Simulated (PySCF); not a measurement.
| atom | x (Å) | y (Å) | z (Å) |
| --- | --- | --- | --- |
| Pb | 0.0000 | 0.0000 | -1.0728 |
| I | 0.0000 | 0.0000 | 1.7582 |

Core potentials replace the inner electrons of Pb and I.

Theory: PBE0/cc-pVDZ(-PP), non-relativistic Hamiltonian with scalar-relativistic core potentials where named, at a bond length of 2.831 Å (PySCF).

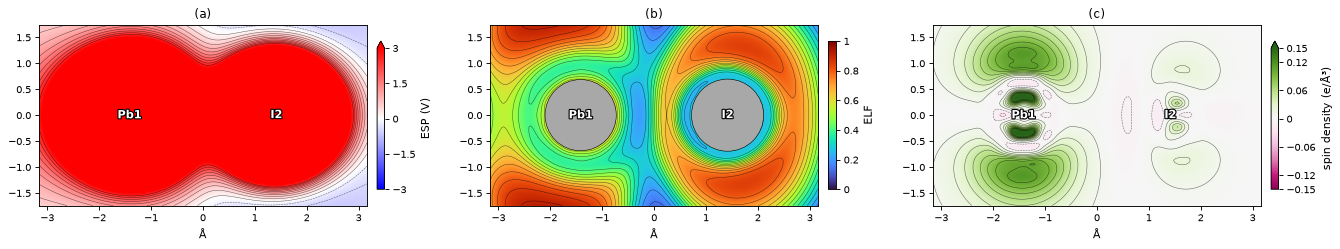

PbI (doublet). (a) molecular electrostatic potential; (b) ELF; (c) spin density (α minus β) on a plane that holds the molecular axis. Grey discs cover the atomic cores in the ELF map.

Q: Read the bonding off the picture.

A: Atoms in the plane: Pb and I.
Pb–I (2.83 Å): the ELF peaks at about 0.65 in the valence shell of I, 1.2 Å from its nucleus, and drops to about 0.20 between the two atoms.
The ELF also peaks beside I2, away from the bonds: non-bonding electrons, paired or unpaired.
The unpaired spin (1 electron) lies mostly on Pb1 (about 0.9), in electrons by Hirshfeld's partition.
Outside the dense part of the molecule the potential is most negative (−0.6 V) near I2.
